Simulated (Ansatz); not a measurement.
# BH4O (doublet): one geometry, many settings at distance O1–H3 along a hydrogen transfer = 1.218 Å

What do other methods and options give for BH4O (doublet) at this geometry, and how long do they take?

Computed with Ansatz 0.2.0, Gaussian basis. Level: the settings change from run to run.

10 further runs of the same task are left out: 1 for a mislabelled method, 8 that didn't finish, 1 set aside as unsound or not needed.

## 1. What is computed

The geometry derives from fragments relaxed apart (PBE0/def2-TZVP) and kept rigid, so it is no stationary point. A hydrogen atom is moved between rigid fragments.

6 atoms, charge 0, spin multiplicity 2.

Atoms are counted from 1 here; the program's logs count them from 0.

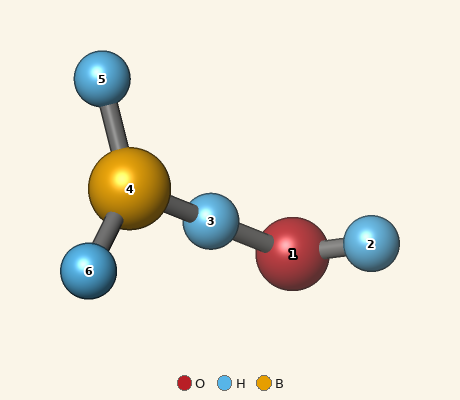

The geometry (oxygen red, hydrogen blue, boron amber); atoms are numbered from 1 in the order of the file.

## 2. CCSD on ROHF/cc-pVDZ

in.yaml reads:

```yaml
crystal:
  periodic: [false, false, false]
  atoms:
    - {symbol: O, position_ang: [-1.075954, -0.030281, 0.000000]}
    - {symbol: H, position_ang: [-1.325264, 0.896295, 0.000000]}
    - {symbol: H, position_ang: [0.142046, -0.030281, 0.000000]}
    - {symbol: B, position_ang: [1.355046, -0.030281, 0.000000]}
    - {symbol: H, position_ang: [1.864119, -0.030281, 1.077008]}
    - {symbol: H, position_ang: [1.864119, -0.030281, -1.077009]}
basis:
  gaussian: {orbitals: cc-pVDZ, fitting: {mean_field: def2-universal-jkfit}}
magnetization: {spin_polarized: false, initial_magnetization: 1}
hamiltonian: {pseudopotentials: {relativity: scalar}}
correlation: {method: ccsd, electrons: outside_noble_gas}
accuracy: high
scf: {lower_state_search: off}
```

The run is started by

```sh
> ansatz run in.yaml --threads 1 --pin off --events-out ev --progress --plain --max-ram 2393MiB
```

What it wrote, cut to the lines that bear on the results:

```text
Functional definition: HF
  name "HF"
  cite "Fock, Z. Phys. 61, 126 (1930) doi:10.1007/BF01340294"
  parent pbe
[...]
224 factors; integrals over basis functions are off by at most 2.6e-1 eV
[...]
mean field -2769.54704214 eV, -101.7789765323 hartree, gradient 2.8e-8 eV, S^2 0.750000; 0 other end points of the search recorded, 0 dependent functions left out
2 core orbitals not correlated: weight in the atoms' cores, before any rotation towards them, 1.000 or more for the frozen orbitals, at most 0.000 for the correlated occupied ones
reference -2769.54704214 eV, -101.7789765323 hartree; 7, 6 occupied and 39, 40 virtual orbitals, 224 factors
second order -7.59464713 eV of doubles, -0.15857830 eV of singles
cycle   1  -8.28254071 eV  change   -5.2e-1 eV  update   7.2e-2
[...]
cycle  25  -8.62806429 eV  change   3.3e-10 eV  update   1.1e-9
Total energy: -2778.17510643 eV, -102.0960520466 hartree
Relativity: scalar
Checks for a lower state left out: stability, starts, cluster_reference, orbital_swaps, neighbouring_geometries, increment
```

Run time: 1.1 s. Hardware: 1 thread of Arm Neoverse V1, shared host.

From the report: correlation -8.6281 eV; T1 0.025; largest double amplitude 0.04.

## 3. BCCD(T) on ROHF/cc-pVDZ

Changes to in.yaml since step 2:

```diff
@@ -12,5 +12,4 @@
 magnetization: {spin_polarized: false, initial_magnetization: 1}
-hamiltonian: {pseudopotentials: {relativity: scalar}}
-correlation: {method: ccsd, electrons: outside_noble_gas}
-accuracy: high
+correlation: {method: bccd_t, electrons: outside_noble_gas}
 scf: {lower_state_search: off}
+output: {forces: true}
```

The command is unchanged.

What it wrote, cut to the lines that bear on the results:

```text
Functional definition: HF
  name "HF"
  cite "Fock, Z. Phys. 61, 126 (1930) doi:10.1007/BF01340294"
  parent pbe
[...]
224 factors; integrals over basis functions are off by at most 2.6e-1 eV
[...]
mean field -2768.04235269 eV, -101.7236802148 hartree, gradient 1.0e-6 eV, S^2 0.750000; 0 other end points of the search recorded, 0 dependent functions left out
2 core orbitals not correlated: weight in the atoms' cores, before any rotation towards them, 1.000 or more for the frozen orbitals, at most 0.000 for the correlated occupied ones
reference -2768.04235269 eV, -101.7236802148 hartree; 7, 6 occupied and 39, 40 virtual orbitals, 224 factors
second order -7.59565284 eV of doubles, -0.15868547 eV of singles
cycle   1  -8.32171799 eV  change   -5.6e-1 eV  update   7.2e-2
[...]
cycle  16  -8.61985246 eV  change    7.9e-7 eV  update   1.0e-6
perturbative correction -0.17464936 eV, -0.0064182456 hartree
[...]
Total energy: -2776.83685451 eV, -102.0468721955 hartree
Atom 0 at    -1.075954    -0.030281     0.000000 Å, force    -1.278928    -1.206293     0.000000 eV/Å
Atom 1 at    -1.325264     0.896295     0.000000 Å, force     0.200987     0.970810     0.000000 eV/Å
Atom 2 at     0.142046    -0.030281     0.000000 Å, force    -1.974230     0.118158     0.000000 eV/Å
Atom 3 at     1.355046    -0.030281     0.000000 Å, force     2.309015     0.119032    -0.000000 eV/Å
Atom 4 at     1.864119    -0.030281     1.077008 Å, force     0.371578    -0.000853     0.202008 eV/Å
Atom 5 at     1.864119    -0.030281    -1.077009 Å, force     0.371578    -0.000853    -0.202008 eV/Å
Dipole moment:     0.190708     0.291731     0.000000 e Å
Checks for a lower state left out: starts, cluster_reference, orbital_swaps, neighbouring_geometries, increment
```

Run time: 6 s. Hardware: 1 thread of Arm Neoverse V1, shared host.

From the report: correlation -8.7945 eV; largest double amplitude 0.04.

## 4. MP2 on UHF/cc-pVDZ

Changes to in.yaml since step 3:

```diff
@@ -11,4 +11,4 @@
   gaussian: {orbitals: cc-pVDZ, fitting: {mean_field: def2-universal-jkfit}}
-magnetization: {spin_polarized: false, initial_magnetization: 1}
-correlation: {method: bccd_t, electrons: outside_noble_gas}
+magnetization: {spin_polarized: true, initial_magnetization: 1}
+correlation: {method: mp2, electrons: outside_noble_gas}
 scf: {lower_state_search: off}
```

Launched as before.

What it wrote, cut to the lines that bear on the results:

```text
Functional definition: HF
  name "HF"
  cite "Fock, Z. Phys. 61, 126 (1930) doi:10.1007/BF01340294"
  parent pbe
[...]
224 factors; integrals over basis functions are off by at most 2.6e-1 eV
[...]
mean field -2768.31432293 eV, -101.7336749370 hartree, gradient 2.7e-6 eV, S^2 0.772751; 0 other end points of the search recorded, 0 dependent functions left out
2 core orbitals not correlated: weight in the atoms' cores, before any rotation towards them, 1.000 or more for the frozen orbitals, at most 0.000 for the correlated occupied ones
reference -2768.31432293 eV, -101.7336749370 hartree; 7, 6 occupied and 39, 40 virtual orbitals, 224 factors
second order -7.40694639 eV of doubles, -0.00000000 eV of singles
[...]
Total energy: -2775.72126932 eV, -102.0058751960 hartree
Atom 0 at    -1.075954    -0.030281     0.000000 Å, force    -0.546008    -1.079010     0.000000 eV/Å
Atom 1 at    -1.325264     0.896295     0.000000 Å, force     0.220808     0.842241    -0.000000 eV/Å
Atom 2 at     0.142046    -0.030281     0.000000 Å, force    -2.811615     0.123067    -0.000000 eV/Å
Atom 3 at     1.355046    -0.030281     0.000000 Å, force     2.595948     0.136747    -0.000000 eV/Å
Atom 4 at     1.864119    -0.030281     1.077008 Å, force     0.270434    -0.011522     0.084360 eV/Å
Atom 5 at     1.864119    -0.030281    -1.077009 Å, force     0.270434    -0.011522    -0.084360 eV/Å
Dipole moment:     0.256806     0.294156    -0.000000 e Å
Checks for a lower state left out: starts, cluster_reference, orbital_swaps, neighbouring_geometries, increment
```

Wall time 0.27 s (1 thread of Arm Neoverse V1, shared host).

From the report: ⟨S²⟩ of the determinant 0.773 (pure doublet: 0.75).

## 5. CCSD on UHF/cc-pVDZ

Changes to in.yaml since step 4:

```diff
@@ -10,6 +10,6 @@
 basis:
-  gaussian: {orbitals: cc-pVDZ, fitting: {mean_field: def2-universal-jkfit}}
+  gaussian: {orbitals: cc-pVDZ}
 magnetization: {spin_polarized: true, initial_magnetization: 1}
-correlation: {method: mp2, electrons: outside_noble_gas}
-scf: {lower_state_search: off}
-output: {forces: true}
+correlation: {method: ccsd, electrons: valence, diis_vectors: 4}
+accuracy: high
+scf: {lower_state_search: full}
```

The command is unchanged.

What it wrote, cut to the lines that bear on the results:

```text
Functional definition: HF
  name "HF"
  cite "Fock, Z. Phys. 61, 126 (1930) doi:10.1007/BF01340294"
  parent pbe
[...]
1026 factors; integrals over basis functions are off by at most 3.0e-9 eV
[...]
mean field -2768.31516010 eV, -101.7337057021 hartree, gradient 3.4e-8 eV, S^2 0.772754; 12 other end points of the search recorded, 0 dependent functions left out
determinant -2768.31516010 eV, -101.7337057021 hartree, with singles and doubles -2776.67991833 eV, -102.0411048973 hartree
determinant -2766.43054348 eV, -101.6644473189 hartree, with singles and doubles -2774.38273247 eV, -101.9566848742 hartree
determinant -2765.51205600 eV, -101.6306935265 hartree, with singles and doubles -2774.52703774 eV, -101.9619879949 hartree
determinant -2765.48857591 eV, -101.6298306490 hartree, with singles and doubles -2774.56177753 eV, -101.9632646589 hartree
2 core orbitals not correlated: weight in the atoms' cores, before any rotation towards them, 1.000 or more for the frozen orbitals, at most 0.000 for the correlated occupied ones
reference -2768.31516010 eV, -101.7337057021 hartree; 7, 6 occupied and 39, 40 virtual orbitals, 1026 factors
second order -7.41276950 eV of doubles, -0.00000000 eV of singles
cycle   1  -8.36482184 eV  change   -6.4e-5 eV  update   1.2e-3
[...]
cycle  25  -8.36553866 eV  change  -4.5e-10 eV  update   1.2e-9
Total energy: -2776.68069876 eV, -102.0411335776 hartree
```

Run time: 8 s. Hardware: 1 thread of Arm Neoverse V1, shared host.

From the report: ⟨S²⟩ of the determinant 0.773 (pure doublet: 0.75); correlation -8.3655 eV; T1 0.019; largest double amplitude 0.03.

## 6. CCSD(T) on UHF/cc-pVDZ

Changes to in.yaml since step 5:

```diff
@@ -12,4 +12,4 @@
 magnetization: {spin_polarized: true, initial_magnetization: 1}
-correlation: {method: ccsd, electrons: valence, diis_vectors: 4}
-accuracy: high
-scf: {lower_state_search: full}
+correlation: {method: ccsd_t, electrons: outside_noble_gas, diis_vectors: 12}
+scf: {lower_state_search: off}
+output: {forces: true}
```

Launched as before.

What it wrote, cut to the lines that bear on the results:

```text
Functional definition: HF
  name "HF"
  cite "Fock, Z. Phys. 61, 126 (1930) doi:10.1007/BF01340294"
  parent pbe
[...]
433 factors; integrals over basis functions are off by at most 1.4e-3 eV
[...]
mean field -2768.31513703 eV, -101.7337048543 hartree, gradient 5.8e-6 eV, S^2 0.772754; 0 other end points of the search recorded, 0 dependent functions left out
2 core orbitals not correlated: weight in the atoms' cores, before any rotation towards them, 1.000 or more for the frozen orbitals, at most 0.000 for the correlated occupied ones
reference -2768.31513703 eV, -101.7337048543 hartree; 7, 6 occupied and 39, 40 virtual orbitals, 433 factors
second order -7.41273844 eV of doubles, -0.00000000 eV of singles
cycle   1  -8.01263346 eV  change   -6.0e-1 eV  update   6.9e-2
[...]
cycle  16  -8.36554915 eV  change    6.0e-7 eV  update   8.4e-7
perturbative correction -0.15769872 eV, -0.0057953212 hartree
[...]
Total energy: -2776.83838490 eV, -102.0469284364 hartree
Atom 0 at    -1.075954    -0.030281     0.000000 Å, force    -1.284603    -1.208116     0.000000 eV/Å
Atom 1 at    -1.325264     0.896295     0.000000 Å, force     0.201512     0.971593     0.000000 eV/Å
Atom 2 at     0.142046    -0.030281     0.000000 Å, force    -1.967345     0.119328     0.000000 eV/Å
Atom 3 at     1.355046    -0.030281     0.000000 Å, force     2.307909     0.119746    -0.000000 eV/Å
Atom 4 at     1.864119    -0.030281     1.077008 Å, force     0.371264    -0.001275     0.200704 eV/Å
Atom 5 at     1.864119    -0.030281    -1.077009 Å, force     0.371264    -0.001275    -0.200705 eV/Å
Dipole moment:     0.190597     0.291631     0.000000 e Å
Checks for a lower state left out: starts, cluster_reference, orbital_swaps, neighbouring_geometries, increment
```

Wall time 6 s (1 thread of Arm Neoverse V1, shared host).

From the report: ⟨S²⟩ of the determinant 0.773 (pure doublet: 0.75); correlation -8.5232 eV; T1 0.019; largest double amplitude 0.03.

## 7. CCSD on UHF/6-31G*

Changes to in.yaml since step 6:

```diff
@@ -10,6 +10,5 @@
 basis:
-  gaussian: {orbitals: cc-pVDZ}
+  gaussian: {orbitals: "6-31G*"}
 magnetization: {spin_polarized: true, initial_magnetization: 1}
-correlation: {method: ccsd_t, electrons: outside_noble_gas, diis_vectors: 12}
-scf: {lower_state_search: off}
+correlation: {method: ccsd, electrons: valence}
 output: {forces: true}
```

Same command.

What it wrote, cut to the lines that bear on the results:

```text
Functional definition: HF
  name "HF"
  cite "Fock, Z. Phys. 61, 126 (1930) doi:10.1007/BF01340294"
  parent pbe
[...]
392 factors; integrals over basis functions are off by at most 7.3e-4 eV
[...]
mean field -2767.88617755 eV, -101.7179408843 hartree, gradient 6.8e-6 eV, S^2 0.772568; 2 other end points of the search recorded, 0 dependent functions left out
determinant -2767.88617755 eV, -101.7179408843 hartree, with singles and doubles -2775.31060930 eV, -101.9907837186 hartree
determinant -2765.98733868 eV, -101.6481598428 hartree, with singles and doubles -2772.93466640 eV, -101.9034694277 hartree
determinant -2764.96388044 eV, -101.6105484463 hartree, with singles and doubles -2773.13198158 eV, -101.9107206269 hartree
2 core orbitals not correlated: weight in the atoms' cores, before any rotation towards them, 1.000 or more for the frozen orbitals, at most 0.000 for the correlated occupied ones
reference -2767.88617755 eV, -101.7179408843 hartree; 7, 6 occupied and 29, 30 virtual orbitals, 392 factors
second order -6.59146993 eV of doubles, -0.00000000 eV of singles
cycle   1  -7.42448346 eV  change   -5.2e-5 eV  update   1.1e-3
[...]
cycle  11  -7.42498918 eV  change   -4.3e-6 eV  update   1.1e-6
[...]
Total energy: -2775.31116673 eV, -101.9908042037 hartree
Atom 0 at    -1.075954    -0.030281     0.000000 Å, force    -1.498343    -1.294049    -0.000000 eV/Å
Atom 1 at    -1.325264     0.896295     0.000000 Å, force     0.038809     1.088554     0.000000 eV/Å
Atom 2 at     0.142046    -0.030281     0.000000 Å, force    -1.388014     0.150149    -0.000000 eV/Å
Atom 3 at     1.355046    -0.030281     0.000000 Å, force     2.370924     0.075150     0.000000 eV/Å
Atom 4 at     1.864119    -0.030281     1.077008 Å, force     0.238312    -0.009902    -0.090717 eV/Å
Atom 5 at     1.864119    -0.030281    -1.077009 Å, force     0.238312    -0.009902     0.090717 eV/Å
Dipole moment:     0.245057     0.324895    -0.000000 e Å
```

It took 2.9 s on 1 thread of Arm Neoverse V1, shared host.

From the report: ⟨S²⟩ of the determinant 0.773 (pure doublet: 0.75); correlation -7.4250 eV; T1 0.020; largest double amplitude 0.04.

## 8. All runs side by side

Where basis and cores are those of an earlier UCCSDT(Q)/cc-pVDZ run (-2776.8757 eV), and the state is the same kind, the miss against it is given.

```
                                level         correlated  functions  energy (eV)  from UCCSDT(Q) (meV)    time
CCSD on ROHF/cc-pVDZ (relativity set)  outside noble gas         48   -2778.1751                         1.1 s
              BCCD(T) on ROHF/cc-pVDZ  outside noble gas         48   -2776.8369                  38.8     6 s
                   MP2 on UHF/cc-pVDZ  outside noble gas         48   -2775.7213                1154.4  0.27 s
                  CCSD on UHF/cc-pVDZ            valence         48   -2776.6807                 195.0     8 s
               CCSD(T) on UHF/cc-pVDZ  outside noble gas         48   -2776.8384                  37.3     6 s
                   CCSD on UHF/6-31G*            valence         38   -2775.3112                         2.9 s
```

## 9. Results

| quantity | value |
| --- | --- |
| runs | 6 |
| quickest | MP2 on UHF/cc-pVDZ, 0.27 s |
| slowest | CCSD on UHF/cc-pVDZ, 8 s |

What this shows: Total energies in different bases, with other cores or another treatment of relativity can't be set against each other. CCSD on UHF/cc-pVDZ took 30 times as long as MP2 on UHF/cc-pVDZ; the jobs differ in more than the method. Among the correlated runs with a miss given, it spans +37 to +1154 meV.
